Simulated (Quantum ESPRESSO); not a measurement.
# Converging shifted k-point meshes: LuTl (P4mm, 2 atoms in the cell)

```
CELL_PARAMETERS angstrom
      3.57690     0.00000     0.00000
      0.00000     3.57690     0.00000
      0.00000     0.00000     3.92180
ATOMIC_POSITIONS crystal
  Lu 0.00000 0.00000 0.01275
  Tl 0.50000 0.50000 0.50000
```

Method of the run: LDA (PZ), PSlibrary PAW (LDA) pseudopotentials (plane waves; Quantum ESPRESSO).

Base settings: ecutwfc = 50 Ry; ecutrho = 400 Ry; occupations = smearing; smearing = fermi-dirac; degauss = 0.0073499 Ry; potentials = {Lu: Lu.pz-spdn-kjpaw_psl.1.0.0.UPF, Tl: Tl.pz-dn-kjpaw_psl.1.0.0.UPF}; K_POINTS = automatic 4 4 4 0 0 0; conv_thr = 1e-09 Ry; mixing_beta = 0.7.

Only quantities that move along the ladder and can be compared are tabulated.

The count of work is k-points × plane waves × bands × iterations; it is no time. 

The starting cell comes from a database of computed structures (which also holds hypothetical and non-ambient phases and stackings), without a prior relaxation at this level. Its lattice was rescaled by up to half a per cent. One atom was moved a little off its site on purpose. In the base run, with a pressure of about -4 GPa the cell is away from its equilibrium volume at this level. Without a gap this mesh is coarse (it stands for a supercell whose shortest vector is 14 Å).

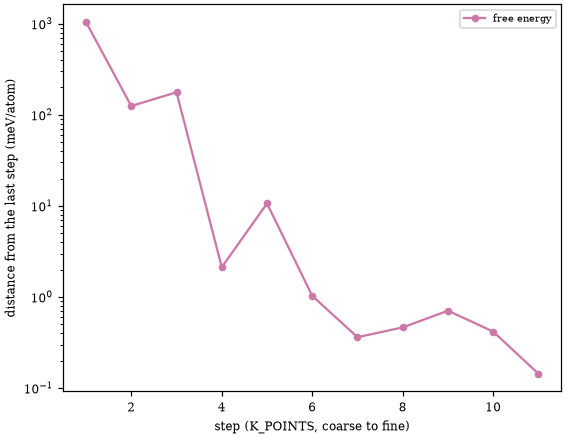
Fig. 1. Distance from the last step along the ladder; very small values are drawn at a floor.

```tsv
K_POINTS	free energy less the last step's (meV/atom)	pressure (GPa)	largest difference of a force vector from the last step's (eV/Å)	count of work / last
automatic 2 2 2 1 1 1	1044.87	2.55	0.067	0.0013
automatic 3 3 2 1 1 1	125.07	-4.82	0.053	0.0035
automatic 3 3 3 1 1 1	177.08	-4.19	0.021	0.0069
automatic 4 4 4 1 1 1	-2.12	-3.92	0.007	0.0069
automatic 6 6 6 1 1 1	-10.64	-4.55	0.014	0.021
automatic 7 7 7 1 1 1	-1.03	-4.05	0.005	0.046
automatic 9 9 8 1 1 1	0.36	-4.24	0.007	0.070
automatic 11 11 10 1 1 1	0.46	-4.16	0.002	0.12
automatic 13 13 12 1 1 1	-0.71	-4.13	0.002	0.20
automatic 16 16 15 1 1 1	-0.42	-4.16	0.000	0.34
automatic 20 20 18 1 1 1	-0.14	-4.15	0.000	0.58
automatic 24 24 22 1 1 1	0.00	-4.15	0.000	1.0
```

Coarsest K_POINTS that holds the forces within 0.01 eV/Å of the last step, with all finer ones: automatic 7 7 7 1 1 1, at 0.046 of the last step's count of work; the step before is off by 0.014 eV/Å.

Coarsest K_POINTS that holds the pressure within 0.5 GPa of the last step, with all finer ones: automatic 3 3 3 1 1 1, at 0.0069 of the last step's count of work; the step before is off by 0.67 GPa.

Coarsest K_POINTS that holds the free energy within 0.5 meV/atom of the last step, with all finer ones: automatic 16 16 15 1 1 1, at 0.34 of the last step's count of work; the step before is off by 0.71 meV/atom.
